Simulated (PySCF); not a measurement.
NMR shielding calculation of C3H8O2Si

- system: C3H8O2Si
- method: GIAO PBE0/pcSseg-0 NMR shielding, non-relativistic, gas phase (PySCF 2.14.0)

The geometry comes from this level: PBE0-D3(BJ)/def2-SVP. Figures and captions count atoms from 1; the log counts them from 0 in places.

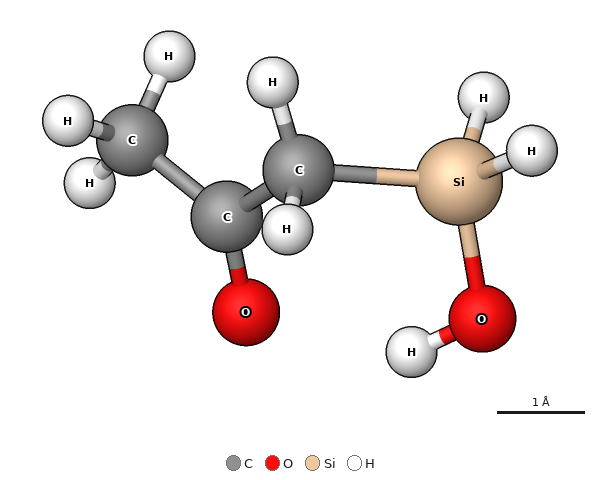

*The input geometry (ball-and-stick view, seen at an oblique angle).*

Input:
```
{"job": {"kind": "nmr", "xc": "PBE0", "basis": "pcSseg-0", "pop": true}, "charge": 0, "multiplicity": 1}
C     -1.702167    -0.881143     1.401722
C     -0.239371    -0.575406     1.248649
O      0.613026    -1.374769     1.590896
C      0.143864     0.740488     0.631129
Si     1.335635     0.430679    -0.820324
O      2.576825    -0.487400    -0.221695
H     -2.177306    -0.130856     2.053665
H     -1.836662    -1.884670     1.822212
H     -2.200911    -0.812429     0.421605
H      0.741395     1.300031     1.371332
H     -0.724238     1.355608     0.352331
H      0.576386    -0.248160    -1.917303
H      1.865563     1.725627    -1.331090
H      2.253501    -1.033678     0.517417
```

The first line tells a small driver script what to run in PySCF; the rest is the geometry in Å.

Hardware: 1 CPU thread, shared host.

Command:
```bash
OMP_NUM_THREADS=1 python <driver script> task.json out
```

Log:
```
coarse grid: 12016 points
cycle   1  E = -557.5281386568  dE =  6.524e-01  |g| = 9.649e-01  |ddm| = 3.657e+00
cycle   2  E = -556.9980596066  dE =  5.301e-01  |g| = 1.904e+00  |ddm| = 3.802e+00
cycle   3  E = -557.7097952514  dE = -7.117e-01  |g| = 1.955e-01  |ddm| = 2.913e+00
cycle   4  E = -557.7169543665  dE = -7.159e-03  |g| = 9.100e-02  |ddm| = 2.869e-01
cycle   5  E = -557.7184005229  dE = -1.446e-03  |g| = 2.585e-02  |ddm| = 1.134e-01
cycle   6  E = -557.7185389840  dE = -1.385e-04  |g| = 4.916e-03  |ddm| = 2.873e-02
cycle   7  E = -557.7185444844  dE = -5.500e-06  |g| = 1.056e-03  |ddm| = 7.948e-03
final grid: 110944 points
cycle   8  E = -557.7006936055  dE = -1.939e-05  |g| = 6.264e-03  |ddm| = 1.945e-02
cycle   9  E = -557.7006739028  dE =  1.970e-05  |g| = 1.182e-02  |ddm| = 1.937e-02
cycle  10  E = -557.7007016532  dE = -2.775e-05  |g| = 1.202e-03  |ddm| = 1.327e-02
cycle  11  E = -557.7007019487  dE = -2.954e-07  |g| = 1.546e-04  |ddm| = 1.292e-03
cycle  12  E = -557.7007019522  dE = -3.569e-09  |g| = 9.474e-05  |ddm| = 2.558e-04
cycle  13  E = -557.7007019539  dE = -1.670e-09  |g| = 1.840e-05  |ddm| = 1.147e-04
cycle  14  E = -557.7007019540  dE = -7.685e-11  |g| = 3.130e-06  |ddm| = 2.584e-05
```

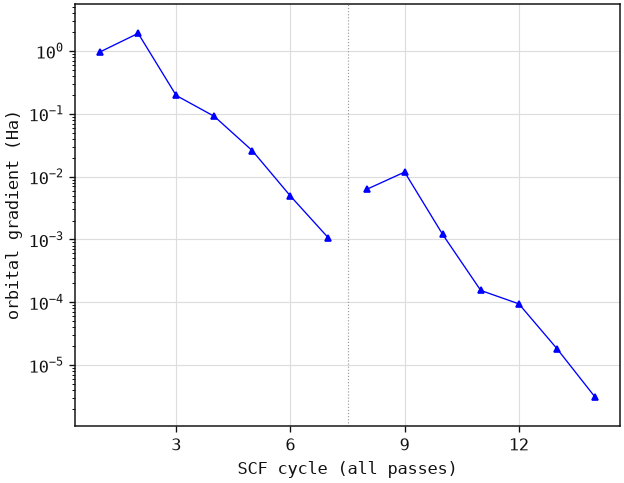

*Convergence of the self-consistent field: orbital gradient against the SCF cycle. The dotted line marks the change from a coarse to the final integration grid.*

The first 7 cycles use a coarse grid, the final grid takes over at cycle 8, and the field converges after 14 cycles in all.

```
converged SCF energy = -557.7007019540

GIAO shielding tensors (ppm)
atom      isotropic    diamagn.    paramagn.     s11        s22        s33       span
  0 C      155.181     248.754     -93.573    131.805    136.046    197.692     65.888
  1 C      -36.867     252.595    -289.462   -115.803   -101.551    106.755    222.558
  2 O     -374.820     398.182    -773.002  -1033.087   -443.958    352.586   1385.673
  3 C      158.600     258.857    -100.257    136.418    152.094    187.289     50.871
  4 Si     384.157     877.048    -492.891    334.479    343.437    474.555    140.076
  5 O      351.261     399.049     -47.788    258.333    356.758    438.691    180.358
  6 H       29.928      28.547       1.382     26.909     28.930     33.945      7.037
  7 H       30.671      28.849       1.822     27.646     28.395     35.970      8.324
  8 H       29.975      28.311       1.663     27.160     29.650     33.115      5.954
  9 H       30.427      32.922      -2.495     26.847     28.231     36.202      9.355
 10 H       30.788      32.934      -2.145     27.355     30.707     34.303      6.947
 11 H       27.043      28.479      -1.436     23.062     25.516     32.549      9.486
 12 H       27.103      28.737      -1.634     22.982     24.871     33.456     10.474
 13 H       30.666      30.419       0.247     18.859     28.185     44.955     26.096
```

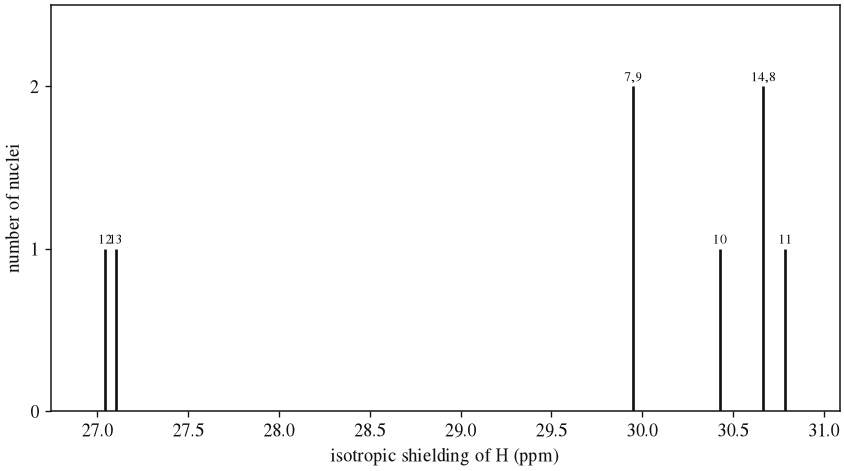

*Isotropic shieldings of the hydrogen nuclei in this fixed geometry, labelled by atom number; shielding grows to the right, so chemical shift grows to the left.*

The least shielded is H12 (27.0 ppm), the most shielded H11 (30.8 ppm).

Key numbers:

| quantity | value |
| --- | --- |
| outcome | converged |
| total energy | −557.700702 hartree |
| HOMO | −7.83 eV |
| LUMO | −1.04 eV |
| dipole moment | 4.39 D |
| isotropic shielding, C | −36.9 to 158.6 ppm |
| isotropic shielding, O | −374.8 to 351.3 ppm |
| isotropic shielding, Si | 384.2 ppm |
| isotropic shielding, H | 27.0 to 30.8 ppm |
| wall time | 5.8 s |
| peak memory | 0.49 GiB |
